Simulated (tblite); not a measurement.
# C5H11NS: saddle-point search

C5H11NS, computed with GFN2-xTB saddle search (eigenvector following) and harmonic vibrations, gas phase (tblite 0.8.0).

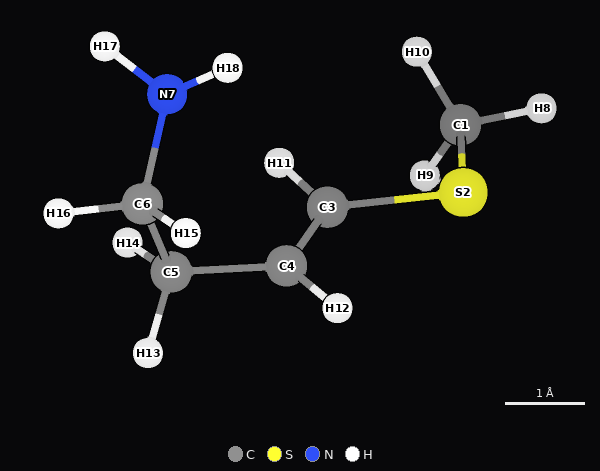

**Figure 1.** The starting structure (ball-and-stick view, seen at a tilt; atoms are numbered from 1 in the order of the input). Bond lengths as drawn: C–C 1.32 to 1.54 Å, C–H 1.08 to 1.10 Å, C–N 1.46 Å, C–S 1.76 to 1.82 Å and H–N 1.01 Å.

Summary:

- outcome: converged
- total energy: −610.3165 eV
- point group: C1
- hardware: 1 CPU thread, shared host
- wall time: 4.6 s
- peak memory: 0.2 GiB

The input:
```
{"job": {"xc": "GFN2-xTB", "basis": "xTB", "kind": "saddle"}, "charge": 0, "multiplicity": 1}
C      3.519541     0.612521     0.240995
S      2.376366    -0.632714     0.912844
C      0.970938    -0.306960    -0.092136
C     -0.102508    -1.082344    -0.131225
C     -1.322717    -0.742786    -0.921724
C     -2.424453    -0.195163     0.006589
N     -1.960491     1.036950     0.632961
H      4.438191     0.536804     0.813433
H      3.715548     0.397343    -0.805552
H      3.089276     1.603074     0.358438
H      1.045345     0.599481    -0.671424
H     -0.147989    -1.974245     0.477020
H     -1.700944    -1.630279    -1.433603
H     -1.086602     0.022644    -1.661469
H     -2.671408    -0.961512     0.750692
H     -3.321799    -0.009422    -0.591649
H     -2.601628     1.804065     0.489450
H     -1.814667     0.922542     1.626360
```

The first line tells a small driver script what to run in tblite; the rest is the geometry in Å.

Launched with:
```bash
OMP_NUM_THREADS=1 python <driver script> task.json out
```

The program's output:
```
step      E/eV     max force
  0    -610.31974   0.0592
  1    -610.31634   0.1243
  2    -610.31905   0.0550
  3    -610.31798   0.0406
  4    -610.31575   0.1304
  5    -610.31716   0.0282
  6    -610.31656   0.0305
  7    -610.31604   0.0561
  8    -610.31620   0.0393
  9    -610.31576   0.1312
 10    -610.31633   0.0124
 11    -610.31645   0.0132
 12    -610.31650   0.0121
 13    -610.31652   0.0033
lowest wavenumbers (cm-1): -260.1 25.1 44.7 91.9 128.7 151.8
```

Trajectory as extended XYZ (Å, eV, eV/Å), 6 of the 12 frames kept, from step=0 to step=13:
```
18
Properties=species:S:1:pos:R:3:forces:R:3 step=0 energy=-610.31974
C     3.5195    0.6125    0.2410    0.0010  -0.0010   0.0000
S     2.3764   -0.6327    0.9128    0.0070  -0.0080  -0.0040
C     0.9709   -0.3070   -0.0921   -0.0200  -0.0250   0.0050
C    -0.1025   -1.0823   -0.1312    0.0260   0.0170   0.0030
C    -1.3227   -0.7428   -0.9217    0.0000  -0.0010   0.0010
C    -2.4245   -0.1952    0.0066   -0.0010   0.0050  -0.0040
N    -1.9605    1.0369    0.6330   -0.0090   0.0140  -0.0150
H     4.4382    0.5368    0.8134    0.0010   0.0010  -0.0010
H     3.7155    0.3973   -0.8056    0.0010   0.0040  -0.0010
H     3.0893    1.6031    0.3584   -0.0040  -0.0030   0.0040
H     1.0453    0.5995   -0.6714    0.0020   0.0010   0.0010
H    -0.1480   -1.9742    0.4770    0.0000  -0.0090   0.0040
H    -1.7009   -1.6303   -1.4336    0.0010  -0.0010   0.0040
H    -1.0866    0.0226   -1.6615    0.0070  -0.0030   0.0010
H    -2.6714   -0.9615    0.7507   -0.0040   0.0080  -0.0010
H    -3.3218   -0.0094   -0.5916    0.0030   0.0000  -0.0090
H    -2.6016    1.8041    0.4895   -0.0560   0.0030   0.0190
H    -1.8147    0.9225    1.6264    0.0430  -0.0020  -0.0060
18
Properties=species:S:1:pos:R:3:forces:R:3 step=2 energy=-610.31905
C     3.5268    0.6075    0.2384    0.0060  -0.0050   0.0060
S     2.3887   -0.6470    0.9002    0.0010  -0.0140   0.0040
C     0.9790   -0.3116   -0.0955   -0.0130  -0.0160   0.0020
C    -0.0999   -1.0793   -0.1297    0.0170   0.0110   0.0020
C    -1.3201   -0.7340   -0.9178    0.0000   0.0000   0.0000
C    -2.4264   -0.1978    0.0118    0.0020   0.0040  -0.0050
N    -1.9784    1.0415    0.6358   -0.0020   0.0050  -0.0190
H     4.4426    0.5382    0.8161    0.0030  -0.0020   0.0010
H     3.7310    0.3963   -0.8070    0.0040   0.0010  -0.0160
H     3.0880    1.5938    0.3551   -0.0070   0.0120   0.0060
H     1.0566    0.5946   -0.6748    0.0010   0.0010   0.0000
H    -0.1485   -1.9719    0.4775    0.0000  -0.0050   0.0040
H    -1.6953   -1.6182   -1.4379    0.0010   0.0000   0.0030
H    -1.0842    0.0379   -1.6509    0.0040  -0.0030   0.0010
H    -2.6608   -0.9650    0.7584   -0.0040   0.0030   0.0020
H    -3.3277   -0.0267   -0.5850   -0.0010   0.0000  -0.0100
H    -2.6198    1.8043    0.4726   -0.0520   0.0100   0.0150
H    -1.8513    0.9372    1.6327    0.0400  -0.0020   0.0010
18
Properties=species:S:1:pos:R:3:forces:R:3 step=4 energy=-610.31575
C     3.5435    0.5968    0.2414   -0.0010  -0.0020  -0.0010
S     2.4187   -0.6937    0.8565   -0.0030   0.0010  -0.0050
C     0.9973   -0.3230   -0.1109    0.0050  -0.0020   0.0040
C    -0.0925   -1.0747   -0.1366   -0.0020   0.0000   0.0010
C    -1.3188   -0.7162   -0.9096   -0.0040   0.0040   0.0010
C    -2.4263   -0.2098    0.0354   -0.0210   0.0020   0.0100
N    -2.0178    1.0570    0.6327   -0.0560   0.0580   0.0710
H     4.4650    0.5065    0.8069    0.0040  -0.0010   0.0000
H     3.7390    0.4353   -0.8149    0.0000   0.0030  -0.0020
H     3.1001    1.5743    0.4079   -0.0030   0.0010   0.0040
H     1.0808    0.5876   -0.6825    0.0020   0.0020   0.0000
H    -0.1426   -1.9728    0.4626   -0.0020  -0.0020   0.0020
H    -1.6898   -1.5922   -1.4466    0.0000   0.0000   0.0010
H    -1.0918    0.0724   -1.6277    0.0020  -0.0050   0.0030
H    -2.6051   -0.9710    0.8034    0.0010   0.0300  -0.0210
H    -3.3513   -0.0949   -0.5426    0.0310  -0.0040   0.0180
H    -2.6421    1.8147    0.3813    0.0530  -0.0900   0.0440
H    -1.9662    1.0035    1.6434   -0.0060   0.0080  -0.1300
18
Properties=species:S:1:pos:R:3:forces:R:3 step=8 energy=-610.31620
C     3.5323    0.6067    0.2600   -0.0230  -0.0130  -0.0100
S     2.4383   -0.7440    0.8019    0.0180   0.0310  -0.0160
C     1.0052   -0.3502   -0.1391    0.0000   0.0010   0.0020
C    -0.0921   -1.0911   -0.1525   -0.0040   0.0000  -0.0010
C    -1.3267   -0.7211   -0.9073   -0.0020  -0.0030   0.0070
C    -2.4160   -0.2078    0.0551   -0.0090   0.0000   0.0050
N    -2.0065    1.0737    0.6193   -0.0110  -0.0040   0.0100
H     4.4606    0.4994    0.8102    0.0140  -0.0060   0.0100
H     3.7214    0.5166   -0.8064   -0.0090   0.0020   0.0120
H     3.0716    1.5627    0.4927   -0.0020  -0.0120  -0.0010
H     1.0906    0.5619   -0.7079    0.0000  -0.0010   0.0020
H    -0.1417   -1.9914    0.4439   -0.0010   0.0010   0.0000
H    -1.7120   -1.5939   -1.4395    0.0020   0.0020   0.0030
H    -1.1042    0.0660   -1.6283    0.0000  -0.0010   0.0010
H    -2.5631   -0.9523    0.8447    0.0030   0.0170  -0.0200
H    -3.3581   -0.1190   -0.4997    0.0180   0.0020   0.0130
H    -2.6115    1.8281    0.3231    0.0110  -0.0190   0.0020
H    -1.9883    1.0557    1.6299   -0.0040   0.0020  -0.0170
18
Properties=species:S:1:pos:R:3:forces:R:3 step=10 energy=-610.31633
C     3.5296    0.6082    0.2595    0.0030   0.0030  -0.0020
S     2.4375   -0.7400    0.8051   -0.0010  -0.0030   0.0000
C     1.0038   -0.3495   -0.1360    0.0000   0.0010   0.0010
C    -0.0924   -1.0921   -0.1494   -0.0010  -0.0010   0.0010
C    -1.3257   -0.7240   -0.9068    0.0010   0.0000  -0.0010
C    -2.4159   -0.2060    0.0516    0.0020   0.0010  -0.0020
N    -2.0029    1.0727    0.6183    0.0070  -0.0060  -0.0060
H     4.4629    0.4955    0.8017   -0.0030   0.0020  -0.0030
H     3.7086    0.5218   -0.8086    0.0000   0.0030   0.0030
H     3.0732    1.5644    0.4997    0.0020  -0.0040   0.0010
H     1.0880    0.5621   -0.7057    0.0000   0.0000   0.0000
H    -0.1417   -1.9917    0.4478    0.0000   0.0000   0.0010
H    -1.7111   -1.5983   -1.4363    0.0000  -0.0010   0.0000
H    -1.1014    0.0602   -1.6303    0.0000   0.0000  -0.0010
H    -2.5710   -0.9505    0.8384   -0.0010  -0.0030   0.0030
H    -3.3540   -0.1105   -0.5069   -0.0050   0.0010  -0.0030
H    -2.6107    1.8270    0.3301   -0.0070   0.0090  -0.0050
H    -1.9767    1.0505    1.6278    0.0020  -0.0010   0.0120
18
Properties=species:S:1:pos:R:3:forces:R:3 step=13 energy=-610.31652
C     3.5078    0.6239    0.2757   -0.0010   0.0000  -0.0010
S     2.4462   -0.7682    0.7698    0.0010   0.0020  -0.0010
C     1.0026   -0.3715   -0.1534    0.0010   0.0000   0.0000
C    -0.0950   -1.1122   -0.1589   -0.0010   0.0000   0.0000
C    -1.3327   -0.7401   -0.9072   -0.0010   0.0000   0.0000
C    -2.4059   -0.1972    0.0568    0.0010   0.0010   0.0000
N    -1.9697    1.0820    0.6051   -0.0010  -0.0020   0.0000
H     4.4493    0.5034    0.8015    0.0000   0.0000   0.0000
H     3.6755    0.5911   -0.7972   -0.0010   0.0000   0.0030
H     3.0372    1.5590    0.5659    0.0010  -0.0030  -0.0010
H     1.0831    0.5407   -0.7227    0.0000   0.0000   0.0000
H    -0.1417   -2.0122    0.4380    0.0000   0.0000   0.0000
H    -1.7339   -1.6164   -1.4213    0.0010   0.0010   0.0010
H    -1.1080    0.0327   -1.6429    0.0000  -0.0010   0.0010
H    -2.5629   -0.9312    0.8534    0.0000   0.0010   0.0000
H    -3.3486   -0.0950   -0.4932    0.0010   0.0000   0.0000
H    -2.5710    1.8413    0.3157    0.0000   0.0000   0.0000
H    -1.9324    1.0700    1.6149    0.0000   0.0000  -0.0010
```
